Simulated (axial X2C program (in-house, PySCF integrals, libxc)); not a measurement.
# YO⁻: bond curves with and without spin–orbit coupling

What are the state, bond length, wavenumber and bond energy of YO⁻, and what does spin–orbit coupling change?

Program: an in-house X2C program for linear molecules on PySCF integrals. Level of theory: all-electron X2C, Y dyall-acv3z, O dyall-av3z. These are calculated values, not measurements.

## 1. Input

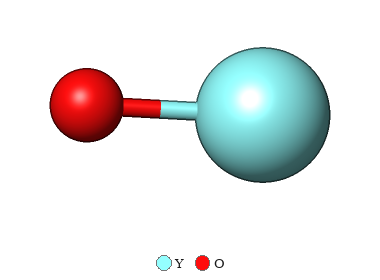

The two atoms at 1.870 Å (yttrium teal, oxygen red).

The input, task.json:

```json
{
 "zs": [
  39,
  8
 ],
 "q": -1,
 "bas": [
  "dyall-acv3z",
  "dyall-av3z"
 ],
 "levels": [
  "PBE0",
  "HF",
  "PBE50"
 ],
 "cc": true,
 "r0": 1.87,
 "thr": -1.0,
 "nmax": 90,
 "npts": 10,
 "nst": 2,
 "ntry": 6
}
```

Keys: zs atomic numbers; q charge; bas basis sets; levels methods (HF also brings MP2); cc coupled cluster on or off; r0 starting distance in Å; thr threshold in hartree for freezing inner shells (an s shell follows its p shell); nmax most natural virtual spinors; npts points asked for on the curve; nst determinants followed; ntry starts of the search.

Command:

```bash
> python so2c.py task.json out
```

Spin-free means the one-electron spin-free X2C Hamiltonian; two-component (2c) means X2C with spin–orbit coupling and atomic mean-field two-electron Coulomb and Gaunt terms. Basis: Y dyall-acv3z contracted to [12s13p10d6f3g], O dyall-av3z contracted to [7s6p3d2f]; Gaussian nuclei, density fitting. Masses: Y 88.906 u, O 15.995 u.

Notation: σ, π±, δ± give the projection m of an orbital's angular momentum (0, ±1, ±2), α and β its spin, Λ and M_S the sums; ω is the projection of a spinor's total angular momentum and Ω the sum. Logs are in hartree.

The results follow Hamiltonian by Hamiltonian and level by level.

## 2. Which state to follow

PBE0 moves the distance from 1.870 Å to 1.812 Å and compares determinants there.

Spin-free determinants:

```tsv
ΔE (eV)	state	open shells
0.00	M_S = 0, Λ = 0	closed shell
0.89	M_S = 1, Λ = 1	beyond closed shells: σα, π+α
1.16	M_S = 1, Λ = 0	beyond closed shells: 2 × σα
1.20	M_S = 0, Λ = 1	beyond closed shells: σα, π+β
1.56	M_S = 1, Λ = 2	beyond closed shells: σα, δ+α
1.84	M_S = 0, Λ = 2	beyond closed shells: σα, δ+β
```

Two-component determinants:

```csv
ΔE (eV),state,open shells
0.00,Ω = 0,closed shell
0.90,Ω = 2,"excess of +ω over −ω: ω = 1/2, ω = 3/2"
1.16,Ω = 1,excess of +ω over −ω: 2 × ω = 1/2
1.20,Ω = 1,"excess of +ω over −ω: ω = -1/2, ω = 3/2"
1.57,Ω = 3,"excess of +ω over −ω: ω = 1/2, ω = 5/2"
1.85,Ω = 2,"excess of +ω over −ω: ω = -1/2, ω = 5/2"
4.44,Ω = 2,"excess of +ω over −ω: ω = 1/2, ω = 3/2"
```

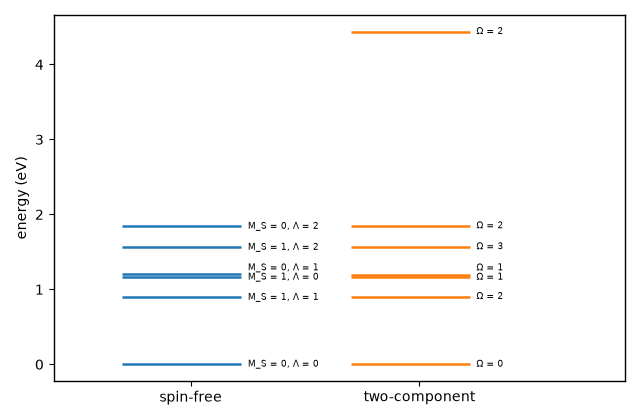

The determinants found, each set from its own lowest.

## 3. PBE0, spin-free

State followed: M_S = 0, Λ = 0 (closed shell). The scan is laid around 1.812 Å, a first estimate of the minimum, and this SCF restarts from the orbitals of the search.

The SCF at the reference distance of 1.812 Å:

```text
spin-free X2C-1e  PBE0
basis functions 224  fitting functions 1063  grid points 5077
iter        total energy     max residual
   1      -3460.028763127     6.02e-05
   2      -3460.028763142     6.14e-05
   3      -3460.028763175     4.76e-05
   4      -3460.028763193     3.79e-05
   5      -3460.028763200     3.48e-06
converged
one-electron -4972.33915797  Coulomb 1540.04219395  exact exchange -29.19842344  xc functional -89.64998159  nuclear repulsion 91.11660585
```

Along the bond, energies from the lowest point:

```csv
R (Å),E (eV),μ (D),HOMO (eV),LUMO (eV),iterations
1.649,0.5672,1.71,0.21,1.63,48
1.703,0.2305,1.15,0.16,1.64,45
1.758,0.0520,0.60,0.10,1.65,42
1.812,0.0000,0.06,0.04,1.66,5
1.875,0.0649,-0.55,-0.02,1.67,40
1.939,0.2330,-1.14,-0.09,1.68,37
2.020,0.5578,-1.88,-0.18,1.69,37
```

Dipoles are positive if O is the positive end and refer to the centre of mass.

Outer orbitals at the reference distance:

```
symmetry  occupied  ε (eV)           atomic character
      σα       yes  -25.51   79% Y p, 12% O s, 5% O p
     π+α       yes  -24.48                    97% Y p
     π-α       yes  -24.48                    97% Y p
      σα       yes  -17.20  61% O s, 17% Y p, 10% Y d
     π-α       yes   -3.08   74% O p, 18% Y d, 4% Y f
     π+α       yes   -3.08   74% O p, 18% Y d, 4% Y f
      σα       yes   -2.85   72% O p, 18% Y d, 5% Y p
      σα       yes    0.04   74% Y s, 11% Y p, 6% O p
     π+α        no    1.66                    99% Y p
     π-α        no    1.66                    99% Y p
      σα        no    1.69            94% Y p, 5% Y s
      σα        no    2.08            92% Y s, 5% Y p
```

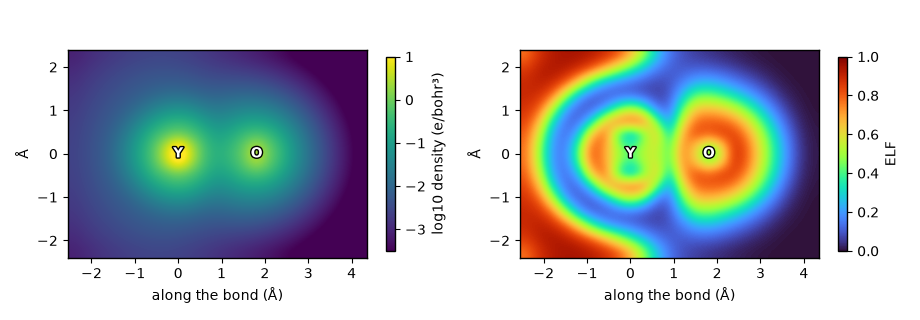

PBE0 fields in a plane through the axis, from a grid of 0.3 Å; Y lies at z = 0 and O at z = 1.812 Å; the ELF is damped to zero where the density is low.

Re = 1.811 Å, ωe = 827 cm⁻¹, ωexe = 2.61 cm⁻¹, Be = 0.3793 cm⁻¹, De = 7.09 eV, μ = 0.07 D.

## 4. HF, spin-free

The SCF at the reference distance of 1.812 Å:

```text
spin-free X2C-1e  HF
basis functions 224  fitting functions 1063  grid points 5077
iter        total energy     max residual
   1      -3457.974051937     3.84e-01
   2      -3458.000204321     1.21e-02
   3      -3458.001459598     5.54e-02
   4      -3458.002983946     5.20e-03
   5      -3458.003038568     7.73e-04
   6      -3458.003050937     6.62e-04
   7      -3458.003051815     1.11e-04
   8      -3458.003052061     9.69e-05
   9      -3458.003052083     2.51e-05
  10      -3458.003052085     1.61e-06
converged
one-electron -4970.60344974  Coulomb 1538.35633918  exact exchange -116.87254738  xc functional 0.00000000  nuclear repulsion 91.11660585
```

Re = 1.814 Å, ωe = 834 cm⁻¹, ωexe = 2.26 cm⁻¹, Be = 0.3779 cm⁻¹, De = 4.76 eV, μ = 0.42 D.

## 5. PBE50, spin-free

The SCF at the reference distance of 1.812 Å:

```text
spin-free X2C-1e  PBE50
basis functions 224  fitting functions 1063  grid points 5077
iter        total energy     max residual
   1      -3460.080937937     1.28e-01
   2      -3460.083675232     9.18e-03
   3      -3460.084478570     1.71e-02
   4      -3460.084698262     6.69e-04
   5      -3460.084707420     4.59e-04
   6      -3460.084708268     2.14e-04
   7      -3460.084708360     5.04e-05
   8      -3460.084708367     2.65e-05
   9      -3460.084708369     6.76e-06
converged
one-electron -4972.23789710  Coulomb 1539.97016360  exact exchange -58.41976271  xc functional -60.51381801  nuclear repulsion 91.11660585
```

Re = 1.796 Å, ωe = 851 cm⁻¹, ωexe = 2.49 cm⁻¹, Be = 0.3853 cm⁻¹, De = 6.82 eV, μ = 0.24 D.

## 6. Correlated methods, spin-free

Correlated methods: 10 electrons correlated (frozen shells, counted by type: Y 4 s, 3 p, 1 d; O 1 s), 326 virtual spinors in MP2, 88 natural virtuals in coupled cluster.

Output of the correlated part at 1.812 Å:

```text
correlated 10  virtual 326  natural virtual 88  E(MP2) -0.344496317  MP2 remainder -0.017932467
iter   CCSD correlation   residual
   1     -0.297649699   2.45e-01
   2     -0.313812467   1.45e-01
   3     -0.318758558   5.74e-02
   4     -0.318466253   2.32e-02
   5     -0.318453307   8.89e-03
   6     -0.318525143   4.04e-03
   7     -0.318493529   1.34e-03
   8     -0.318484482   4.56e-04
   9     -0.318498712   2.09e-04
  10     -0.318492439   8.22e-05
  11     -0.318493967   4.10e-05
  12     -0.318494568   1.30e-05
  13     -0.318494462   5.92e-06
  14     -0.318494393   2.77e-06
  15     -0.318494427   1.40e-06
  16     -0.318494418   6.70e-07
(T) -0.017549906  T1 0.0414  D1 0.0629  max T2 0.186
```

T1 in the output is the amplitude norm over the root of the electron number; divide by √2 for the Lee–Taylor value.

MP2: Re = 1.862 Å, ωe = 759 cm⁻¹, Be = 0.3587 cm⁻¹, De = 7.63 eV.

CCSD: Re = 1.848 Å, ωe = 785 cm⁻¹, ωexe = 2.27 cm⁻¹, Be = 0.3643 cm⁻¹, De = 6.92 eV. T1 at Re = 0.030 (Lee–Taylor, the printed value over √2).

CCSD(T): Re = 1.860 Å, ωe = 766 cm⁻¹, Be = 0.3593 cm⁻¹, De = 7.13 eV. T1 at Re = 0.030 (Lee–Taylor, the printed value over √2).

## 7. A higher determinant, spin-free

State: M_S = 1, Λ = 1 (beyond closed shells: σα, π+α).

Output at the reference distance:

```text
spin-free X2C-1e  PBE0
basis functions 224  fitting functions 1063  grid points 5077
iter        total energy     max residual
   1      -3459.996005045     6.04e-05
   2      -3459.996005054     4.09e-05
   3      -3459.996005060     5.37e-06
converged
one-electron -4970.48981625  Coulomb 1538.21280478  exact exchange -29.20009538  xc functional -89.63550406  nuclear repulsion 91.11660585
```

```csv
R (Å),E above the lowest PBE0 point (eV)
1.649,1.363
1.703,1.063
1.758,0.917
1.812,0.891
1.875,0.981
1.939,1.168
2.020,1.509
```

Re = 1.797 Å, ωe = 832 cm⁻¹, ωexe = 2.79 cm⁻¹, Be = 0.385 cm⁻¹, μ = 0.61 D. Te = 0.89 eV.

## 8. The spin-free curves together

Energy (eV) of the followed determinant, spin-free, from each level's lowest point:

```csv
R (Å),PBE0,HF,MP2,CCSD,CCSD(T),PBE50
1.649,0.567,0.593,0.899,0.801,0.895,0.482
1.703,0.230,0.247,0.457,0.383,0.454,0.175
1.758,0.052,0.060,0.180,0.130,0.177,0.025
1.812,0.000,0.000,0.036,0.009,0.034,0.000
1.875,0.065,0.060,0.000,0.000,0.000,0.096
1.939,0.233,0.229,0.073,0.101,0.077,0.296
2.020,0.558,0.564,0.284,0.351,0.296,0.661
```

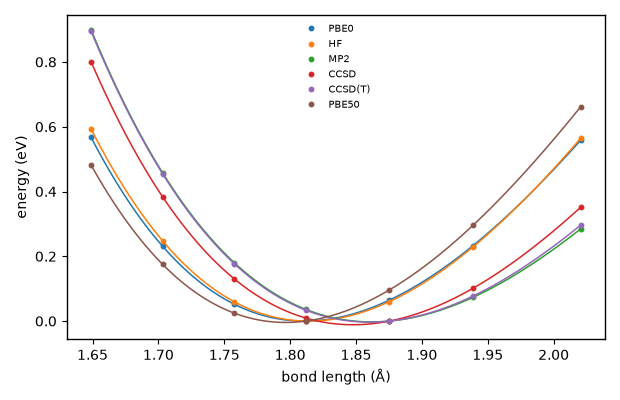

Curves of the followed state, spin-free, each from its own lowest point.

## 9. PBE0, 2c

State followed: Ω = 0 (closed shell). The scan is laid around 1.812 Å, a first estimate of the minimum, and this SCF restarts from the orbitals of the search.

The SCF at the reference distance of 1.812 Å:

```text
two-component X2C + atomic mean field  PBE0
basis functions 224  fitting functions 1063  grid points 5077
iter        total energy     max residual
   1      -3458.745863700     7.53e-05
   2      -3458.745863709     4.88e-05
   3      -3458.745863723     3.72e-05
   4      -3458.745863733     3.41e-05
   5      -3458.745863740     3.49e-06
converged
one-electron -4968.95210860  Coulomb 1539.35144023  exact exchange -29.18570195  xc functional -89.61138668  nuclear repulsion 91.11660585  atomic mean-field constant -1.46471259
```

Along the bond, energies from the lowest point:

```csv
R (Å),E (eV),μ (D),HOMO (eV),LUMO (eV),iterations
1.649,0.5644,1.72,0.21,1.63,45
1.703,0.2287,1.16,0.16,1.64,41
1.758,0.0512,0.61,0.10,1.65,38
1.812,0.0000,0.07,0.04,1.66,5
1.875,0.0657,-0.54,-0.02,1.67,38
1.939,0.2344,-1.14,-0.09,1.68,36
2.020,0.5599,-1.87,-0.18,1.69,35
```

Dipoles are positive if O is the positive end and refer to the centre of mass.

Outer spinors at the reference distance:

| ω | occupied | ε (eV) | atomic character | λ mixture |
| --- | --- | --- | --- | --- |
| 1/2 | yes | -25.87 | 85% Y p, 8% O s, 4% O p | 71% σ, 29% π |
| 1/2 | yes | -24.57 | 90% Y p, 5% O s | 71% π, 29% σ |
| 3/2 | yes | -23.99 | 97% Y p | 100% π |
| 1/2 | yes | -17.19 | 61% O s, 17% Y p, 10% Y d | 100% σ |
| 1/2 | yes | -3.09 | 74% O p, 18% Y d, 4% Y f | 100% π |
| 3/2 | yes | -3.07 | 74% O p, 18% Y d, 4% Y f | 100% π |
| 1/2 | yes | -2.86 | 72% O p, 18% Y d, 5% Y p | 100% σ |
| 1/2 | yes | 0.04 | 74% Y s, 11% Y p, 6% O p | 100% σ |
| 1/2 | no | 1.66 | 99% Y p | 100% π |
| 3/2 | no | 1.66 | 99% Y p | 100% π |
| 1/2 | no | 1.70 | 94% Y p, 4% Y s | 100% σ |
| 1/2 | no | 2.08 | 92% Y s, 5% Y p | 100% σ |

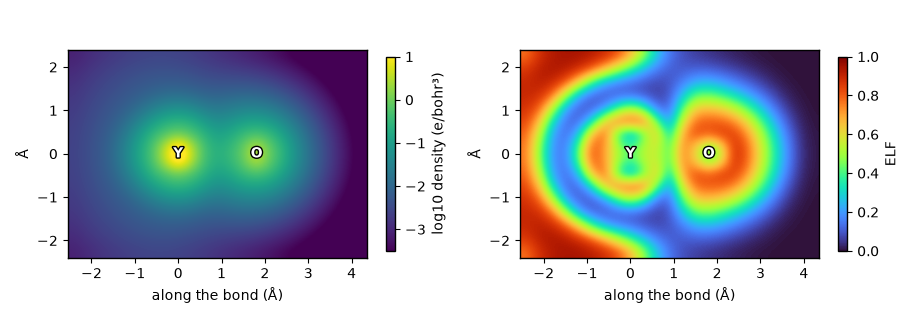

PBE0 fields in a plane through the axis, from a grid of 0.3 Å; Y lies at z = 0 and O at z = 1.812 Å; the ELF is damped to zero where the density is low.

Re = 1.810 Å, ωe = 827 cm⁻¹, ωexe = 2.61 cm⁻¹, Be = 0.3794 cm⁻¹, De = 7.09 eV, μ = 0.09 D.

## 10. HF, 2c

Output at 1.812 Å:

```text
two-component X2C + atomic mean field  HF
basis functions 224  fitting functions 1063  grid points 5077
iter        total energy     max residual
   1      -3456.691582926     3.84e-01
   2      -3456.717728526     1.14e-02
   3      -3456.718984940     5.54e-02
   4      -3456.720512289     5.20e-03
   5      -3456.720566890     7.75e-04
   6      -3456.720579270     6.65e-04
   7      -3456.720580157     1.11e-04
   8      -3456.720580409     9.88e-05
   9      -3456.720580433     2.61e-05
  10      -3456.720580436     2.20e-06
converged
one-electron -4967.21535961  Coulomb 1537.66452006  exact exchange -116.82163415  xc functional 0.00000000  nuclear repulsion 91.11660585  atomic mean-field constant -1.46471259
```

Re = 1.814 Å, ωe = 835 cm⁻¹, ωexe = 2.25 cm⁻¹, Be = 0.3781 cm⁻¹, De = 4.70 eV, μ = 0.43 D.

## 11. PBE50, 2c

The SCF at the reference distance of 1.812 Å:

```text
two-component X2C + atomic mean field  PBE50
basis functions 224  fitting functions 1063  grid points 5077
iter        total energy     max residual
   1      -3458.798162894     1.28e-01
   2      -3458.800898893     9.21e-03
   3      -3458.801702449     1.71e-02
   4      -3458.801922105     6.69e-04
   5      -3458.801931269     4.60e-04
   6      -3458.801932119     2.14e-04
   7      -3458.801932212     5.08e-05
   8      -3458.801932220     2.68e-05
   9      -3458.801932221     6.93e-06
converged
one-electron -4968.85100991  Coulomb 1539.27956722  exact exchange -58.39431537  xc functional -60.48806742  nuclear repulsion 91.11660585  atomic mean-field constant -1.46471259
```

Re = 1.796 Å, ωe = 851 cm⁻¹, ωexe = 2.49 cm⁻¹, Be = 0.3855 cm⁻¹, De = 6.82 eV, μ = 0.25 D.

## 12. Correlated methods, 2c

Correlated methods: 10 electrons correlated (frozen shells, counted by type: Y 4 s, 3 p, 1 d; O 1 s), 326 virtual spinors in MP2, 90 natural virtuals in coupled cluster.

Output of the correlated part at 1.812 Å:

```text
correlated 10  virtual 326  natural virtual 90  E(MP2) -0.344477491  MP2 remainder -0.017661201
iter   CCSD correlation   residual
   1     -0.297791651   2.44e-01
   2     -0.313944297   1.46e-01
   3     -0.318936063   5.77e-02
   4     -0.318647332   2.33e-02
   5     -0.318622955   8.86e-03
   6     -0.318689740   4.07e-03
   7     -0.318658819   1.35e-03
   8     -0.318650488   4.67e-04
   9     -0.318665490   2.17e-04
  10     -0.318658969   9.07e-05
  11     -0.318660592   4.97e-05
  12     -0.318661278   2.37e-05
  13     -0.318661079   1.52e-05
  14     -0.318660931   1.00e-05
  15     -0.318661046   5.48e-06
  16     -0.318660977   2.77e-06
  17     -0.318660951   1.24e-06
  18     -0.318660976   6.22e-07
  19     -0.318660966   3.13e-07
(T) -0.017598266  T1 0.0415  D1 0.0633  max T2 0.188
```

MP2: Re = 1.862 Å, ωe = 760 cm⁻¹, Be = 0.3589 cm⁻¹, De = 7.61 eV.

CCSD: Re = 1.847 Å, ωe = 786 cm⁻¹, ωexe = 2.35 cm⁻¹, Be = 0.3644 cm⁻¹, De = 6.90 eV. T1 at Re = 0.030 (Lee–Taylor, the printed value over √2).

CCSD(T): Re = 1.860 Å, ωe = 767 cm⁻¹, Be = 0.3595 cm⁻¹, De = 7.11 eV. T1 at Re = 0.030 (Lee–Taylor, the printed value over √2).

## 13. A higher determinant, 2c

State: Ω = 2 (excess of +ω over −ω: ω = 1/2, ω = 3/2).

Output at the reference distance:

```text
two-component X2C + atomic mean field  PBE0
basis functions 224  fitting functions 1063  grid points 5077
iter        total energy     max residual
   1      -3458.712661360     9.05e-05
   2      -3458.712661464     8.02e-05
   3      -3458.712661638     1.55e-04
   4      -3458.712661864     4.75e-05
   5      -3458.712661912     1.97e-05
   6      -3458.712661923     1.45e-05
   7      -3458.712661928     7.06e-06
converged
one-electron -4967.03398911  Coulomb 1537.45217045  exact exchange -29.18697323  xc functional -89.59576330  nuclear repulsion 91.11660585  atomic mean-field constant -1.46471259
```

```csv
R (Å),E above the lowest PBE0 point (eV)
1.649,1.369
1.703,1.071
1.758,0.927
1.812,0.903
1.875,0.995
1.939,1.184
2.020,1.526
```

Re = 1.796 Å, ωe = 833 cm⁻¹, ωexe = 2.79 cm⁻¹, Be = 0.3854 cm⁻¹, μ = 0.64 D. Te = 0.90 eV.

## 14. The 2c curves together

Energy (eV) of the followed determinant, 2c, from each level's lowest point:

```csv
R (Å),PBE0,HF,MP2,CCSD,CCSD(T),PBE50
1.649,0.564,0.590,0.896,0.798,0.889,0.479
1.703,0.229,0.245,0.455,0.382,0.450,0.173
1.758,0.051,0.059,0.179,0.129,0.175,0.024
1.812,0.000,0.000,0.035,0.009,0.033,0.000
1.875,0.066,0.061,0.000,0.000,0.000,0.097
1.939,0.234,0.231,0.074,0.102,0.078,0.297
2.020,0.560,0.566,0.286,0.352,0.297,0.663
```

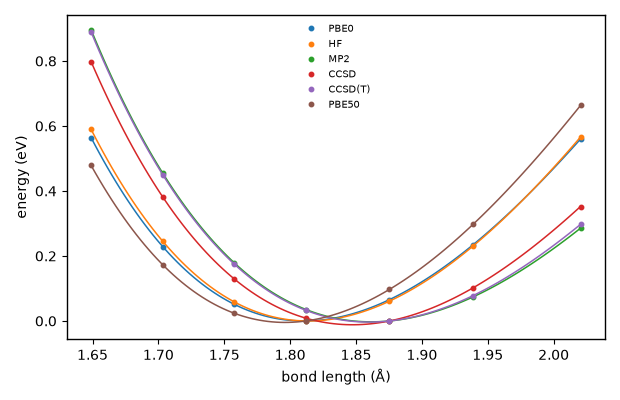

Curves of the followed state, 2c, each from its own lowest point.

The whole job took 4.4 min on 1 thread of Arm Neoverse V1, shared host; peak memory 0.69 GiB.

## 15. Results

Lowest determinant that the search found at its distance, spin-free: M_S = 0, Λ = 0 (closed shell).

Lowest determinant that the search found at its distance, 2c: Ω = 0 (closed shell).

```json
{"Hamiltonian": "spin-free", "level": "PBE0", "Re (Å)": "1.811", "ωe (cm⁻¹)": "827", "De (eV)": "7.09", "μ (D)": "0.07"}
{"Hamiltonian": "spin-free", "level": "HF", "Re (Å)": "1.814", "ωe (cm⁻¹)": "834", "De (eV)": "4.76", "μ (D)": "0.42"}
{"Hamiltonian": "spin-free", "level": "MP2", "Re (Å)": "1.862", "ωe (cm⁻¹)": "759", "De (eV)": "7.63", "μ (D)": "n/a"}
{"Hamiltonian": "spin-free", "level": "CCSD", "Re (Å)": "1.848", "ωe (cm⁻¹)": "785", "De (eV)": "6.92", "μ (D)": "n/a"}
{"Hamiltonian": "spin-free", "level": "CCSD(T)", "Re (Å)": "1.860", "ωe (cm⁻¹)": "766", "De (eV)": "7.13", "μ (D)": "n/a"}
{"Hamiltonian": "spin-free", "level": "PBE50", "Re (Å)": "1.796", "ωe (cm⁻¹)": "851", "De (eV)": "6.82", "μ (D)": "0.24"}
{"Hamiltonian": "2c", "level": "PBE0", "Re (Å)": "1.810", "ωe (cm⁻¹)": "827", "De (eV)": "7.09", "μ (D)": "0.09"}
{"Hamiltonian": "2c", "level": "HF", "Re (Å)": "1.814", "ωe (cm⁻¹)": "835", "De (eV)": "4.70", "μ (D)": "0.43"}
{"Hamiltonian": "2c", "level": "MP2", "Re (Å)": "1.862", "ωe (cm⁻¹)": "760", "De (eV)": "7.61", "μ (D)": "n/a"}
{"Hamiltonian": "2c", "level": "CCSD", "Re (Å)": "1.847", "ωe (cm⁻¹)": "786", "De (eV)": "6.90", "μ (D)": "n/a"}
{"Hamiltonian": "2c", "level": "CCSD(T)", "Re (Å)": "1.860", "ωe (cm⁻¹)": "767", "De (eV)": "7.11", "μ (D)": "n/a"}
{"Hamiltonian": "2c", "level": "PBE50", "Re (Å)": "1.796", "ωe (cm⁻¹)": "851", "De (eV)": "6.82", "μ (D)": "0.25"}
```

Dipoles are positive if O is the positive end and refer to the centre of mass.

Time per point (s) on 1 thread of Arm Neoverse V1, shared host (2c runs; CCSD comes with the CCSD(T) run); the times are rough: PBE0 1.6, HF 1.1, MP2 1.5, CCSD(T) 8, PBE50 1.6.

At CCSD(T), going from spin-free to two-component changes Re by 0 mÅ, ωe by 0.0 %, which is small (part of it comes from the scalar share of the two-electron terms). De moves by -0.02 eV; both De rest on single-determinant atoms, which can miss part of an open shell's spin–orbit lowering.

De refers to Y + O-; at HF, spin-free, to Y- + O; at HF, two-component, to Y- + O, each in the lowest determinant found, which need not be this curve's own limit. The state is a single determinant with fixed occupations, the lowest that a limited PBE0 search found. Closed shells are restricted here (equal orbitals for both partners), which fails at long range if the bond breaks into open shells. De is counted from the lowest determinant-based energies of the atoms at the same level, without counterpoise correction. Coupled cluster ran in a truncated set of natural virtual spinors; the MP2 energy of the rest was added. With the outer-core shells frozen, correlated bond lengths of heavy atoms tend to come out a few hundredths of an ångström too long. T1 at Re is 0.030 (Lee–Taylor), above the customary mark of 0.02.
